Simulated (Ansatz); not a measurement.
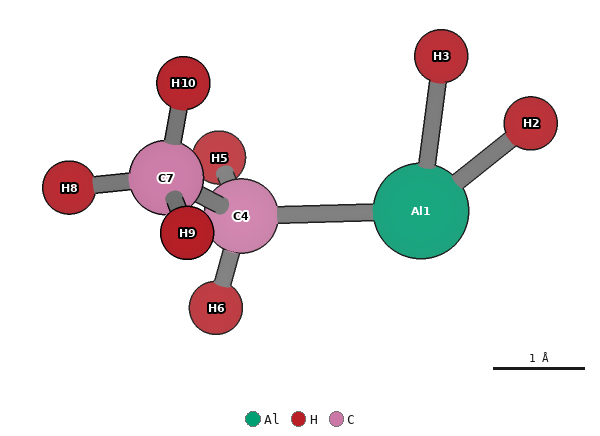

Fig. 1: The structure as given in the input (ball-and-stick view, seen at a tilt; atoms are numbered from 1 in the order of the input). Sticks mark near contacts.

# Frequency calculation of C2H7Al

System: C2H7Al.
Method: RHF/def2-SVP (Ansatz 0.2.0).

It belongs to a series of runs on one base structure; here: vibrations at the highest image of the band. Figures and captions count atoms from 1; the log counts them from 0 in places.

Input file:
```yaml
crystal:
  periodic: [false, false, false]
  atoms:
    - { symbol: Al, position_ang: [-0.261563, 0.478179, 0.443866] }
    - { symbol: H, position_ang: [1.223153, 0.138247, 0.895077] }
    - { symbol: H, position_ang: [1.086874, -0.583438, -0.11263] }
    - { symbol: C, position_ang: [-1.64935, 0.01015, -0.901411] }
    - { symbol: H, position_ang: [-1.938836, -1.023288, -0.679535] }
    - { symbol: H, position_ang: [-2.533699, 0.61706, -0.689815] }
    - { symbol: C, position_ang: [-1.271897, 0.135471, -2.383489] }
    - { symbol: H, position_ang: [-2.122426, -0.108088, -3.025452] }
    - { symbol: H, position_ang: [-0.958606, 1.150141, -2.641389] }
    - { symbol: H, position_ang: [-0.45325, -0.536035, -2.643824] }
basis:
  gaussian: { orbitals: def2-SVP }
hamiltonian:
  xc: hf
phonons: {}
```

Hardware: 1 thread of Arm Neoverse V2, 24 GiB of memory available, shared host.

Launch command:
```bash
ansatz run input.yaml --threads 1 --pin off --max-ram 2048MiB --backend cpu --events-out ev --progress --plain --runs-dir out
```

Output:
```
Engine: ansatz 0.2.0, aarch64-unknown-linux-gnu
Functional definition: HF
  exchange = exact_x
  correlation = 0
884 factors; integrals over basis functions are off by at most 4.0e-4 eV
mean field evaluation 1: about -8744.7263 eV, gradient 2.5e1 eV
mean field evaluation 2: about -8744.7274 eV, gradient 2.5e1 eV
mean field evaluation 4: about -8746.7654 eV, gradient 2.9e0 eV
mean field evaluation 8: about -8746.8051 eV, gradient 2.1e-4 eV
mean field -8746.80500009 eV, -321.4391549561 hartree, gradient 1.7e-5 eV, S^2 0.000000; 0 other end points of the search recorded, 0 dependent functions left out
the calculation of the forces begins
reference -8746.80500009 eV, -321.4391549561 hartree; 16, 16 occupied and 65, 65 virtual orbitals, 884 factors
these checks for a lower state are left out or cut short: stability, starts, cluster_reference, orbital_swaps, neighbouring_geometries, increment
884 factors; integrals over basis functions are off by at most 4.0e-4 eV
mean field evaluation 16: about -8746.8050 eV, gradient 5.8e-6 eV
mean field -8746.80498031 eV, -321.4391542289 hartree, gradient 5.8e-6 eV, S^2 0.000000; 0 other end points of the search recorded, 0 dependent functions left out
[... from here on the field's lines of each further geometry are left out, up to the last ...]
the calculation of the forces begins
reference -8746.80497960 eV, -321.4391542028 hartree; 16, 16 occupied and 65, 65 virtual orbitals, 884 factors
these checks for a lower state are left out or cut short: stability, starts, cluster_reference, orbital_swaps, neighbouring_geometries, increment
884 factors; integrals over basis functions are off by at most 4.0e-4 eV
mean field -8746.80497455 eV, -321.4391540174 hartree, gradient 8.4e-6 eV, S^2 0.000000; 0 other end points of the search recorded, 0 dependent functions left out
the calculation of the forces begins
reference -8746.80497455 eV, -321.4391540174 hartree; 16, 16 occupied and 65, 65 virtual orbitals, 884 factors
WARN: phonons: modes at or below zero, which the zero-point energy, F, S and C_V leave out: 1, the lowest at -1816.00 cm⁻¹. A minimum has none, and a first-order saddle one
Total energy: -8746.80500009 eV, -321.4391549561 hartree
Atom 0 at    -0.261563     0.478179     0.443866 Å, force     0.012357    -0.010732     0.006027 eV/Å
Atom 1 at     1.223153     0.138247     0.895077 Å, force    -0.006446     0.008527    -0.000743 eV/Å
Atom 2 at     1.086874    -0.583438    -0.112630 Å, force    -0.004599    -0.002361    -0.002341 eV/Å
Atom 3 at    -1.649350     0.010150    -0.901411 Å, force     0.004437     0.004212    -0.005636 eV/Å
Atom 4 at    -1.938836    -1.023288    -0.679535 Å, force    -0.001082     0.000652     0.004391 eV/Å
Atom 5 at    -2.533699     0.617060    -0.689815 Å, force    -0.003958    -0.001918    -0.002413 eV/Å
Atom 6 at    -1.271897     0.135471    -2.383489 Å, force     0.001238     0.003484     0.001107 eV/Å
Atom 7 at    -2.122426    -0.108088    -3.025452 Å, force    -0.001003    -0.000769    -0.000806 eV/Å
Atom 8 at    -0.958606     1.150141    -2.641389 Å, force    -0.000680    -0.002038    -0.000587 eV/Å
Atom 9 at    -0.453250    -0.536035    -2.643824 Å, force    -0.000264     0.000942     0.001000 eV/Å
Dipole moment:    -0.241751     0.008712    -0.125646 e Å
Vibrations: -1816.00 132.34 211.14 262.07 445.57 561.17 641.49 736.69 1008.64 1039.13 1097.69 1325.79 1337.90 1358.94 1521.33 1556.48 1599.23 1605.28 2045.16 3161.47 3168.97 3215.38 3235.09 3267.26 cm⁻¹, zero-point energy 2.140848 eV
```

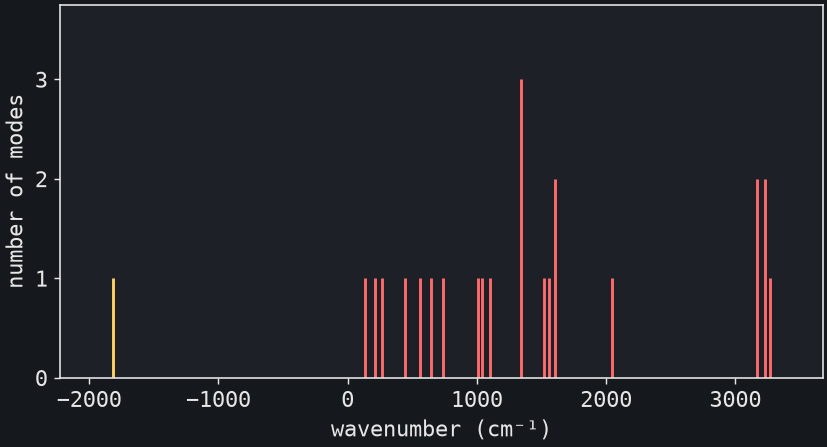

Fig. 2: Harmonic vibrational wavenumbers from the force constants; neighbouring modes closer than 23 cm⁻¹ are counted in one stick, and imaginary ones are drawn at negative wavenumbers. 24 modes from 1816i to 3267 cm⁻¹, 1 imaginary beyond 8i (1816i cm⁻¹): a first-order saddle point, if the geometry is stationary.

Summary:

| quantity | value |
| --- | --- |
| outcome | converged |
| total energy | −8746.8050 eV |
| mean-field energy | −8746.8050 eV |
| largest force (length of the vector) | 0.017 eV/Å |
| wall time | 42 s |
| peak memory | 0.14 GiB |
